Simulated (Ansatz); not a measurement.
# Relaxing bare CsH nanowire along [001] (96 atoms)

Aim: bring bare CsH nanowire along [001] (96 atoms) to a nearby minimum of the energy and see what moves.

Method: Kohn-Sham DFT, LDA, PAW (set soft_2), plane waves, in Ansatz 0.2.0.

The database entry behind the starting cell differs from later determinations by our own check (0.1 to 0.3 % short, probably kX units), so it need not match the best structure at ambient conditions.

## (1) Starting point

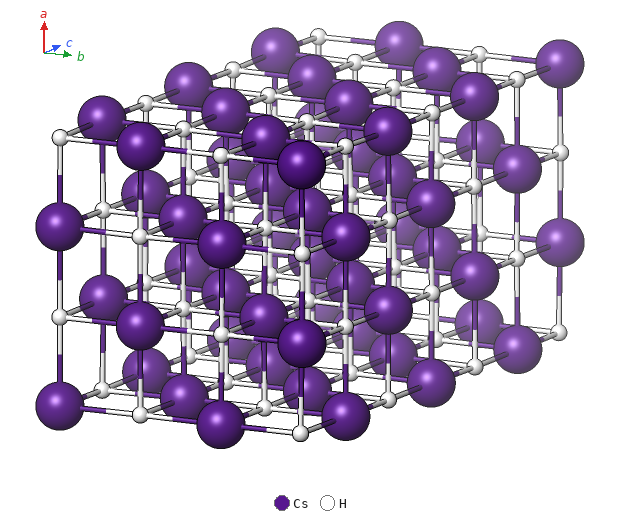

The cell as given, at a slant to the c axis (caesium purple, hydrogen white). Some periodic images of atoms are drawn too.

The cell holds 96 atoms: 48 Cs and 48 H. Its edges and angles: a = 21.564 Å, b = 21.564 Å, c = 19.128 Å, α = 90.0°, β = 90.0°, γ = 90.0°. It derives from CsH (rock-salt). Square section of size parameter 5.53 Å cut from rock-salt CsH (a = 6.376 Å) along [001], 3 periods, 12 Å of vacuum; not relaxed, displaced by a Gaussian of 0.02 Å. Vacuum lies along a and b. The structure repeats along c.

What the set-up can't give: Sampling is at Γ alone, for a cell whose periodic width is 19 Å. The levels lack spin–orbit coupling, which is large for the heavy elements here.

## (2) Single point at the start

A single point comes first, to see the forces before anything moves.

Contents of input.yaml:

```yaml
crystal:
  lattice:
    - [21.564, 0.0, 0.0]
    - [0.0, 21.564, 0.0]
    - [0.0, 0.0, 19.128]
  atoms:
    - { symbol: Cs, position: [0.27852, 0.27811, 0.00128] }
    - { symbol: H, position: [0.27713, 0.27742, 0.16682] }
    - { symbol: Cs, position: [0.2797, 0.27976, 0.33406] }
    - { symbol: H, position: [0.2782, 0.27834, 0.50048] }
    - { symbol: Cs, position: [0.27778, 0.27725, 0.66713] }
    - { symbol: H, position: [0.27779, 0.28016, 0.8329] }
    - { symbol: H, position: [0.27891, 0.42584, 0.99983] }
    - { symbol: Cs, position: [0.27771, 0.5732, 0.99926] }
    - { symbol: Cs, position: [0.27871, 0.42778, 0.16589] }
    - { symbol: H, position: [0.27746, 0.57426, 0.1661] }
    - { symbol: H, position: [0.27812, 0.42564, 0.33198] }
    - { symbol: Cs, position: [0.27789, 0.57419, 0.33239] }
    - { symbol: Cs, position: [0.27793, 0.42642, 0.50136] }
    - { symbol: H, position: [0.27981, 0.57451, 0.49884] }
    - { symbol: H, position: [0.27803, 0.42561, 0.66614] }
    - { symbol: Cs, position: [0.27972, 0.57336, 0.66638] }
    - { symbol: Cs, position: [0.27859, 0.42586, 0.83344] }
    - { symbol: H, position: [0.27931, 0.5726, 0.83321] }
    - { symbol: H, position: [0.27753, 0.71874, 0.99884] }
    - { symbol: Cs, position: [0.27845, 0.72266, 0.1659] }
    - { symbol: H, position: [0.27789, 0.72182, 0.33245] }
    - { symbol: Cs, position: [0.27761, 0.72101, 0.50027] }
    - { symbol: H, position: [0.27707, 0.72284, 0.66556] }
    - { symbol: Cs, position: [0.27734, 0.72135, 0.83465] }
    - { symbol: Cs, position: [0.57443, 0.27865, 0.99994] }
    - { symbol: H, position: [0.42533, 0.27842, 0.00084] }
    - { symbol: Cs, position: [0.42747, 0.27935, 0.16814] }
    - { symbol: H, position: [0.57378, 0.27889, 0.16749] }
    - { symbol: Cs, position: [0.57272, 0.27839, 0.33307] }
    - { symbol: H, position: [0.4261, 0.27684, 0.33457] }
    - { symbol: Cs, position: [0.42571, 0.27865, 0.4999] }
    - { symbol: H, position: [0.57379, 0.27937, 0.4988] }
    - { symbol: Cs, position: [0.57405, 0.27674, 0.66682] }
    - { symbol: H, position: [0.4255, 0.27876, 0.66714] }
    - { symbol: Cs, position: [0.42647, 0.2777, 0.83382] }
    - { symbol: H, position: [0.57226, 0.2775, 0.83284] }
    - { symbol: Cs, position: [0.42547, 0.42581, 0.99957] }
    - { symbol: H, position: [0.57308, 0.42546, 0.99981] }
    - { symbol: Cs, position: [0.57486, 0.57446, 0.00077] }
    - { symbol: H, position: [0.42627, 0.57427, 0.00025] }
    - { symbol: Cs, position: [0.57415, 0.42527, 0.16616] }
    - { symbol: H, position: [0.42627, 0.42555, 0.16616] }
    - { symbol: Cs, position: [0.4255, 0.57204, 0.16784] }
    - { symbol: H, position: [0.5744, 0.57568, 0.16581] }
    - { symbol: Cs, position: [0.42445, 0.42452, 0.33342] }
    - { symbol: H, position: [0.5727, 0.42579, 0.33328] }
    - { symbol: Cs, position: [0.57388, 0.57388, 0.33276] }
    - { symbol: H, position: [0.42655, 0.57479, 0.33368] }
    - { symbol: Cs, position: [0.57364, 0.42562, 0.50055] }
    - { symbol: H, position: [0.42649, 0.4265, 0.49996] }
    - { symbol: Cs, position: [0.42512, 0.57355, 0.50024] }
    - { symbol: H, position: [0.57314, 0.57256, 0.50187] }
    - { symbol: Cs, position: [0.4271, 0.42572, 0.66633] }
    - { symbol: H, position: [0.57427, 0.42509, 0.66566] }
    - { symbol: Cs, position: [0.57325, 0.5724, 0.66572] }
    - { symbol: H, position: [0.42654, 0.57479, 0.66713] }
    - { symbol: Cs, position: [0.57435, 0.42591, 0.83351] }
    - { symbol: H, position: [0.42529, 0.42761, 0.83249] }
    - { symbol: Cs, position: [0.42683, 0.57467, 0.8331] }
    - { symbol: H, position: [0.57406, 0.5728, 0.83544] }
    - { symbol: Cs, position: [0.4258, 0.72024, 0.001] }
    - { symbol: H, position: [0.57389, 0.72094, 0.00094] }
    - { symbol: Cs, position: [0.57388, 0.72195, 0.16807] }
    - { symbol: H, position: [0.42608, 0.72102, 0.16761] }
    - { symbol: Cs, position: [0.42554, 0.72137, 0.3333] }
    - { symbol: H, position: [0.57347, 0.72234, 0.33485] }
    - { symbol: Cs, position: [0.57306, 0.71961, 0.5013] }
    - { symbol: H, position: [0.4262, 0.7221, 0.49993] }
    - { symbol: Cs, position: [0.42664, 0.7229, 0.66508] }
    - { symbol: H, position: [0.57395, 0.71992, 0.66786] }
    - { symbol: Cs, position: [0.57477, 0.72115, 0.83345] }
    - { symbol: H, position: [0.42731, 0.72023, 0.83299] }
    - { symbol: H, position: [0.72097, 0.27874, 0.00141] }
    - { symbol: Cs, position: [0.72248, 0.27724, 0.16636] }
    - { symbol: H, position: [0.72219, 0.27876, 0.33299] }
    - { symbol: Cs, position: [0.72214, 0.27767, 0.50107] }
    - { symbol: H, position: [0.72172, 0.27976, 0.66874] }
    - { symbol: Cs, position: [0.72364, 0.27918, 0.83372] }
    [... 12 atom lines left out ...]
    - { symbol: Cs, position: [0.72081, 0.72091, 0.99845] }
    - { symbol: H, position: [0.72364, 0.72176, 0.16628] }
    - { symbol: Cs, position: [0.72084, 0.72141, 0.33131] }
    - { symbol: H, position: [0.72303, 0.72224, 0.50089] }
    - { symbol: Cs, position: [0.72219, 0.72141, 0.66699] }
    - { symbol: H, position: [0.72277, 0.7212, 0.83152] }
kpoints:
  mp_grid: { grid: [1, 1, 1] }
hamiltonian:
  xc: lda
scf:
  occupations: { method: gaussian, width: 0.05 }
output:
  forces: true
  populations: true
  dos:
    method: { smearing: { sigma: 0.15 } }
    de: 0.1
    projected: { site_lists: { Cs: [Cs], H: [H] } }
  eigenvalues: true
```

Launch:

```bash
> ansatz run input.yaml --threads 8 --pin off --max-ram 15872MiB --backend cpu --events-out ev --progress --plain --runs-dir out
```

Numbers of over 12 decimals in the logs are rounded to 6 here.

The program printed:

```text
Engine: ansatz 0.2.0, aarch64-unknown-linux-gnu
Pseudopotentials: kind: paw
Pseudopotential: Cs, paw, valence charge 9, recommended cutoff 420 eV (normal), Cs.paw.azcp
Pseudopotential: H, paw, valence charge 1, recommended cutoff 420 eV (normal), H.paw.azcp
[... 3 lines on functional and potentials left out ...]
Crystal: 96 atoms, lattice volume = 8894.637 Å³
Basis set: ecut = 420 eV, 173715 PW (Γ)
Bands: 336, of which v1, the nominal top of the filled ones, is band 240 counted from 1 (239 counted from 0)
Symmetry: 1 space group operations
Space group: P1 (ITA 1), of the structure as read, at distance tolerance 2.1e-4 Å
k-points: 1
[... 6 lines on functional and potentials left out ...]
Initial density: superposition of atomic densities (neutral atoms: chi_scale 0, normalization atom), corrected by the library's trained network
Initial wavefunctions: pseudopotential atomic-orbital guess
Functional: x = slater, c = lda
SCF iter   1: F=—  HF=-264993.088522 eV  |F-HF|=—  |Δ(HF+E_count)|=         —  Δρ=4.64e-3  dr2=2.27e0  ethr=1.77e-3  ⟨swp⟩=18.0  Hψ=2744  notcnv=0
preconditioner: auto → Resta (q_TF=auto, 1.677 Å⁻¹)  ε∞=1.6  [insulator: Δε(μ)=2.226 eV  Ē_g=9.835 eV  σ=0.050 eV  W_gap=1.00  n_scr=694 (ndim 8)  ℏωp=7.7 eV  f_vac=0.597  D(μ)=0.00/eV (n_scr^D=0)  ε∞_Penn≈1.6  vacuum switching on, ρ_ref=7.0e-3 e/Å³]
SCF iter   2: F=—  HF=-264992.397726 eV  |F-HF|=—  |Δ(HF+E_count)|=   6.91e-1  Δρ=1.08e-3  dr2=9.96e-2  ethr=4.73e-4  ⟨swp⟩=2.0  Hψ=445  notcnv=0  defer=83
SCF iter   3: F=—  HF=-264992.398588 eV  |F-HF|=—  |Δ(HF+E_count)|=   8.63e-4  Δρ=2.76e-4  dr2=6.24e-3  ethr=2.08e-5  ⟨swp⟩=2.0  Hψ=308  notcnv=0  defer=86
SCF iter   4: F=—  HF=-264992.406379 eV  |F-HF|=—  |Δ(HF+E_count)|=   7.79e-3  Δρ=7.10e-5  dr2=9.35e-4  ethr=1.30e-6  ⟨swp⟩=2.0  Hψ=410  notcnv=0  defer=86
SCF iter   5: F=—  HF=-264992.406545 eV  |F-HF|=—  |Δ(HF+E_count)|=   1.66e-4  Δρ=1.16e-5  dr2=1.03e-5  ethr=1.95e-7  ⟨swp⟩=2.0  Hψ=400  notcnv=0  defer=86
SCF iter   6: F=—  HF=-264992.405794 eV  |F-HF|=—  |Δ(HF+E_count)|=   7.50e-4  Δρ=3.03e-6  dr2=8.32e-7  ethr=2.16e-9  ⟨swp⟩=2.0  Hψ=576  notcnv=0  defer=86
SCF iter   7: F=-264992.405795 eV  HF=-264992.405795 eV  |F-HF|=2.04e-9  |Δ(HF+E_count)|=   9.82e-7  Δρ=4.76e-7  dr2=4.49e-8  ethr=2.08e-11  ⟨swp⟩=23.0  Hψ=2517  notcnv=0
SCF 1 converged in 7 iterations: F = -264992.405795 eV  dr2 = 4.49e-8
  greatest PAW one-centre occupation: 0.929 electrons in one spin orbital (limit 2), on the Cs atom at site 58 (counted from 0), in its partial waves of l = 0
SCF converged after 7 iterations
Free energy (F): -264992.405795 eV
Harris-Foulkes:  -264992.405795 eV  (|F-HF|=2.04e-9)
Internal energy: -264992.405795 eV  (E = F + TS)
E sigma→0 (E₀):  -264992.405795 eV
Fermi energy:    0.020398 eV
--- Per-component energies (eV) ---
  E_band       = -5115.669831
  E_kinetic    = 7401.526473
  E_local      = -87886.461939  (includes V_loc(G=0)·N_el)
  E_nonlocal   = 1618.703475
  E_hartree    = 40734.123763
  E_xc         = -8681.944223
  E_vxc        = -6582.758947  (∫ρ·V_xc dr)
  E_paw        = -235356.343948  (= ΣΔE_a)
  E_vpaw       = -1134.851054  (= ΣTr[D̂ρ^β])
  E_aug_tail   = -0.048213  (compensation charges beyond the density's cutoff)
  E_ewald      = 17165.052117
  E_core_change = 12.986700  (= ΣΔE_core)
  E_smearing   = -0.000000  (= −TS)
  E_closure    = -0.000000  (closes the sum)
  Σ components = -264992.405795   (vs F -264992.405795, Δ=0.00e0)
--- Forces (eV/Å), atoms counted from 1 ---
  atom   1  Cs     0.12976708     0.13945463    -0.00741818
  atom   2  H      0.18763345     0.18666002     0.00627134
  atom   3  Cs     0.09710481     0.10085615    -0.01872125
  atom   4  H      0.16729091     0.17321568    -0.00178694
  atom   5  Cs     0.14127926     0.15529351     0.00332664
  atom   6  H      0.16911793     0.12755564     0.00587346
  atom   7  H      0.11140632    -0.05785226     0.01295564
  atom   8  Cs     0.07165272     0.00184303    -0.00095891
  atom   9  Cs     0.04392033    -0.04963101    -0.00372579
  atom  10  H      0.13401512     0.05691987     0.00803065
  atom  11  H      0.12869865    -0.04019844     0.01804915
  atom  12  Cs     0.06437446     0.01176604     0.01025227
  atom  13  Cs     0.06309140    -0.01482545    -0.01482941
  atom  14  H      0.09573839     0.04284826     0.01130767
[...]
atom  95  Cs    -0.13588835    -0.14435333    -0.02349686
  atom  96  H     -0.17107644    -0.15738675     0.02907499
  max |Σ_I F_I| component: 4.29e-5 eV/Å
--- Band table (eV) ---
  k-point 0: bands = ["-23.0600", "-23.0452", "-23.0415", "-23.0405", [... 320 levels ...], "2.8043", "2.8076", "2.8511", "2.8563", "2.8614", "2.8668", "2.8787", "2.8855", "2.8880", "2.9151", "2.9191", "2.9427"]
--- Löwdin populations: 96 sites ---
  site symbol       q [e]
     0     Cs      8.2996
     1      H      1.5949
     2     Cs      8.3009
[...]
95      H      1.5993
  spilling = 0.008722 (of n_electrons = 480.000000)
```

Elapsed: 68 s, on 8 threads of Arm Neoverse V1, shared host; peak memory 7.5 GiB.

Reading the cycles: dr2 is the Hartree energy of the density residual (eV), the measure of convergence; HF is the Harris–Foulkes estimate of the energy, which meets the free energy F at convergence.

The run gave:

```yaml
free_energy: -264992.4058 eV
free_energy_per_atom: -2760.3376 eV/atom
scf_cycles: 7
r_m_s_force_component: 0.07758 eV/Å
longest_force: 0.2647 eV/Å
fermi_energy: 0.0204 eV
spacing_of_highest_filled_and_lowest_empty_level: 2.495 eV
spilling_of_the_projection: 0.008722
```

The r.m.s. force component of 0.078 eV/Å sets the starting point.

Neighbours are counted within 3.49 Å (Cs-H), cutoffs set anew for this text.

Length of the force by element and coordination:

```
element  coordination  atoms  mean length of the force (eV/Å)  spread   least    most
     Cs           all     48                           0.0918  0.0636  0.0178   0.221
     Cs             4     12                            0.196  0.0213   0.141   0.221
     Cs             5     24                           0.0696  0.0106  0.0527  0.0965
     Cs             6     12                           0.0321  0.0108  0.0178  0.0531
      H           all     48                            0.140   0.063  0.0438   0.265
      H             4     12                            0.233  0.0195   0.208   0.265
      H             5     24                            0.134  0.0136   0.105   0.158
      H             6     12                            0.061  0.0111  0.0438  0.0793
```

## (3) Relaxation

The atoms are relaxed in the fixed cell, aiming at the force tolerance of the input.

input.yaml, the sections that differ from step 2:

```yaml
output:
  forces: true
relax:
  f_tol: 0.03
  max_steps: 73
# crystal, kpoints, hamiltonian, scf: as in step 2
```

The program printed:

```text
[...]
Crystal: 96 atoms, lattice volume = 8894.637 Å³
Basis set: ecut = 420 eV, 173715 PW (Γ)
Bands: 336, of which v1, the nominal top of the filled ones, is band 240 counted from 1 (239 counted from 0)
Symmetry: 1 space group operations
[...]
k-points: 1
[...]
SCF iter   1: F=—  HF=-264993.088520 eV  |F-HF|=—  |Δ(HF+E_count)|=         —  Δρ=4.64e-3  dr2=2.27e0  ethr=1.77e-3  ⟨swp⟩=18.0  Hψ=2744  notcnv=0
[...]
SCF iter   6: F=-264992.405795 eV  HF=-264992.405794 eV  |F-HF|=7.52e-7  |Δ(HF+E_count)|=   1.03e-5  Δρ=2.97e-6  dr2=8.59e-7  ethr=2.12e-9  ⟨swp⟩=3.0  Hψ=820  notcnv=0
SCF 1 converged in 6 iterations: F = -264992.405795 eV  dr2 = 8.59e-7
[...]
relax step   1: F+E_penalty+E_count = -264992.40579492 eV  Δ(F+E_penalty+E_count) = +0.000e0 eV  max|allowed force component| = 1.925e-1 eV/Å  Δτ_max = 0.0000 Å  (6 SCF iters, dr2 threshold 2.25e-5 eV, accepted)
[...]
relax step   2: F+E_penalty+E_count = -264993.46265028 eV  Δ(F+E_penalty+E_count) = -1.057e0 eV  max|allowed force component| = 1.375e-1 eV/Å  Δτ_max = 0.1950 Å  (6 SCF iters, dr2 threshold 2.32e-6 eV, accepted)
[...]
relax step   3: F+E_penalty+E_count = -264994.21869803 eV  Δ(F+E_penalty+E_count) = -7.560e-1 eV  max|allowed force component| = 7.389e-2 eV/Å  Δτ_max = 0.2000 Å  (7 SCF iters, dr2 threshold 1.18e-6 eV, accepted)
relax step   4: F+E_penalty+E_count = -264994.49378093 eV  Δ(F+E_penalty+E_count) = -2.751e-1 eV  max|allowed force component| = 2.061e-2 eV/Å  Δτ_max = 0.2000 Å  (7 SCF iters, dr2 threshold 1.58e-6 eV, accepted)
relax step   5: F+E_penalty+E_count = -264994.49378098 eV  Δ(F+E_penalty+E_count) = -4.959e-8 eV  max|allowed force component| = 2.061e-2 eV/Å  Δτ_max = 0.0000 Å  (2 SCF iters, accepted)
[...]
relax step   6: F+E_penalty+E_count = -264994.49663161 eV  Δ(F+E_penalty+E_count) = -2.851e-3 eV  max|allowed force component| = 2.568e-2 eV/Å  Δτ_max = 0.0369 Å  (6 SCF iters, accepted)
SCF converged after 6 iterations
Free energy (F): -264994.496632 eV
[...]
Internal energy: -264994.496632 eV  (E = F + TS)
E sigma→0 (E₀):  -264994.496632 eV
Fermi energy:    0.088412 eV
[...]
--- Forces (eV/Å), atoms counted from 1 ---
  atom   1  Cs    -0.00245080    -0.00134706    -0.00184968
  atom   2  H      0.00378666     0.00350710    -0.00015210
  atom   3  Cs    -0.00446025    -0.00509305    -0.00009729
  atom   4  H      0.00327393     0.00416017     0.00058998
  atom   5  Cs    -0.00250751    -0.00099274     0.00056150
  atom   6  H      0.00348483     0.00144107     0.00107273
  atom   7  H      0.01534811     0.00553696     0.00136967
  atom   8  Cs    -0.00986219     0.01693332    -0.00001181
  atom   9  Cs    -0.01124806    -0.01745023    -0.00100005
  atom  10  H      0.01566231    -0.00674816     0.00115975
  atom  11  H      0.01589704     0.00727836     0.00129513
  atom  12  Cs    -0.00980925     0.02120487    -0.00089648
  atom  13  Cs    -0.01022426    -0.01980160    -0.00045325
  atom  14  H      0.01370856    -0.00771653     0.00075828
[...]
atom  95  Cs     0.00287134     0.00245434     0.00047736
  atom  96  H     -0.00318176    -0.00312755     0.00038076
  max |Σ_I F_I| component: 8.32e-5 eV/Å
--- Relaxed structure (6 steps of the walk, 6 accepted, 0 SCFs on fresh bases) ---
  F+E_penalty+E_count = -264994.49663161 eV   max|allowed force component| = 2.568e-2 eV/Å
  atoms:
    - { symbol: Cs, position: [0.292848, 0.292739, 0.000109707] }
    - { symbol: H, position: [0.296279, 0.296219, 0.166665] }
    - { symbol: Cs, position: [0.292848, 0.292858, 0.333355] }
    - { symbol: H, position: [0.296279, 0.296201, 0.499922] }
[...]
- { symbol: H, position: [0.703772, 0.703419, 0.833374] }
```

Wall time 2.4 min (8 threads); peak memory 7.3 GiB; 18 min of CPU time.

Step by step:

```
step  energy less that of the first step (eV)  largest force component (eV/Å)
   1                                   0.0000                          0.1925
   2                                  -1.0569                          0.1375
   3                                  -1.8129                          0.0739
   4                                  -2.0880                          0.0206
   5                                  -2.0880                          0.0206
   6                                  -2.0908                          0.0257
```

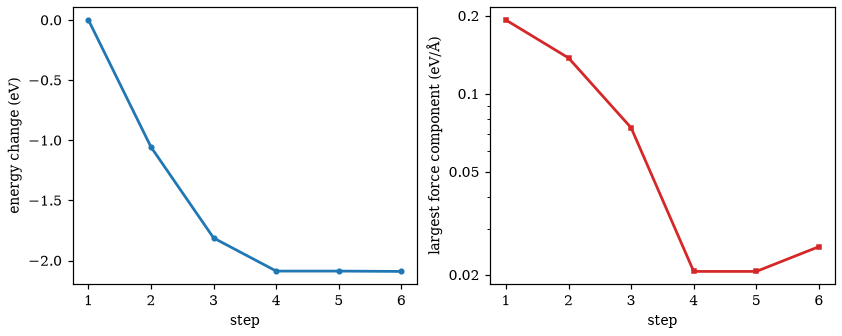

Energy and largest force along the relaxation.

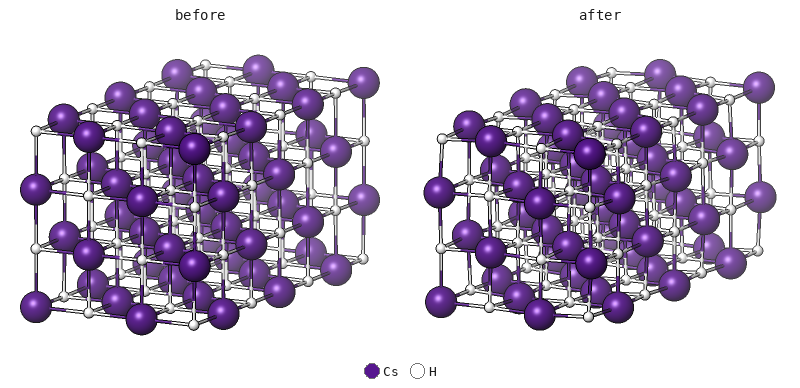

Before and after, at one scale.

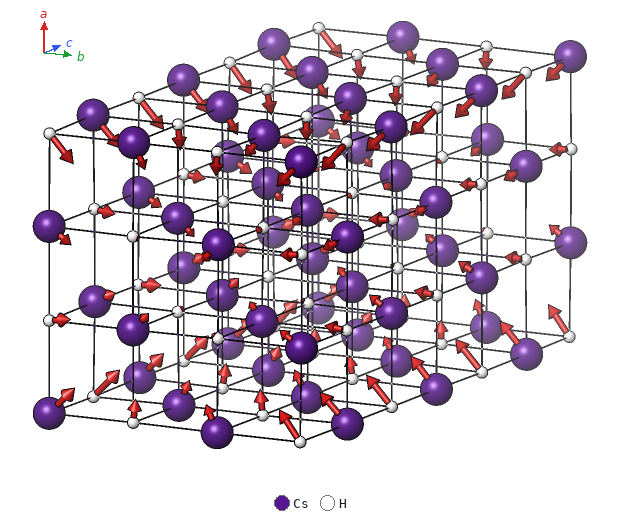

Displacements in the relaxation, exaggerated; the longest in the cell stands for 0.59 Å. Some periodic images of atoms are drawn too.

The atoms that moved most (Å):

```
atom      dx      dy      dz  length
 H23   0.417  -0.417   0.019   0.590
 H92  -0.430  -0.395   0.009   0.584
 H94  -0.417  -0.406  -0.015   0.583
  H2   0.413   0.405  -0.003   0.579
 H96  -0.410  -0.383   0.035   0.562
 H21   0.399  -0.394   0.015   0.561
 H75  -0.401   0.374   0.008   0.549
  H4   0.390   0.385  -0.011   0.548
```

The relaxation changed the energy by -21.8 meV/atom, and atoms moved by 0.33 Å r.m.s., 0.59 Å at most.

## (4) Structure statistics after relaxation

Bonds before and after, by the cutoffs listed below:

```
pair  bonds before  bonds after  mean before (Å)  mean after (Å)  spread before (Å)  spread after (Å)
Cs-H           240          240            3.187           3.066              0.025             0.109
```

Normalised to the volume that the atoms fill. Pair distribution functions g(r), in bins of 0.2 Å:

```
r (Å)  total  Cs-Cs  Cs-H   H-H
 2.90   2.25   0.00  4.50  0.00
 3.10   3.02   0.00  6.03  0.00
 3.30   0.00   0.00  0.00  0.00
 3.50   0.00   0.00  0.00  0.00
 3.70   0.00   0.00  0.00  0.00
 3.90   0.15   0.00  0.00  0.62
 4.10   0.21   0.28  0.00  0.57
 4.30   2.90   6.28  0.00  5.32
 4.50   1.05   2.00  0.00  2.21
 4.70   0.00   0.00  0.00  0.00
 4.90   0.00   0.00  0.00  0.00
 5.10   0.18   0.00  0.37  0.00
 5.30   1.38   0.00  2.77  0.00
 5.50   0.00   0.00  0.00  0.00
 5.70   0.00   0.00  0.00  0.00
 5.90   0.28   0.56  0.00  0.55
 6.10   0.27   0.54  0.00  0.54
 6.30   0.48   0.96  0.00  0.96
 6.50   0.11   0.00  0.23  0.00
 6.70   0.77   0.00  1.54  0.00
 6.90   0.63   0.00  1.25  0.00
 7.10   1.19   0.00  2.37  0.00
 7.30   0.36   0.72  0.00  0.73
 7.50   0.88   1.42  0.00  2.09
 7.70   0.58   1.50  0.00  0.83
 7.90   0.00   0.00  0.00  0.00
```

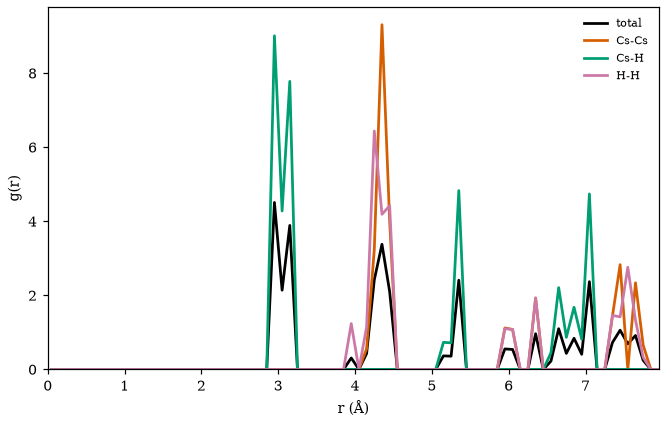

Pair distribution functions.

Bonds by pair of elements; cutoffs follow the first minimum of g(r), held within bounds set by covalent radii, and pairs that aren't listed don't count as bonded (cutoffs were set anew for this text, so counts can differ from the run's own analysis):

```
pair A-B  cutoff (Å)  bonds  mean length (Å)  spread (Å)  shortest (Å)  B about A  A about B
    Cs-H        3.49    240             3.07       0.109          2.90          5          5
```

How many atoms have how many bonded neighbours:

```
element  mean   4   5   6
     Cs     5  12  24  12
      H     5  12  24  12
```

Bond angles (no mean is given where the spread exceeds 20°):

```
  angle  count  mean (°)  spread (°)
 H-Cs-H    492         -           -
Cs-H-Cs    492         -           -
```

First main peaks of g(r), for some of the pairs, lie near 4.35 Å (Cs-Cs), 2.97 Å (Cs-H) and 4.28 Å (H-H). Counting bonds as in the table, 50 % of Cs atoms have 5 and 50 % of H atoms have 5 bonded neighbours.

(Continued in part 2 of 2.)

[Logs are printed without paths, hosts, clocks, repeated set-up lines and the standing remarks that a program may print on its own settings, such as how far it seeks lower states.]

[Hosts, paths, dates, database ids (printed as entryN), source tags and the programs' standing remarks are cut or masked in the printed files.]
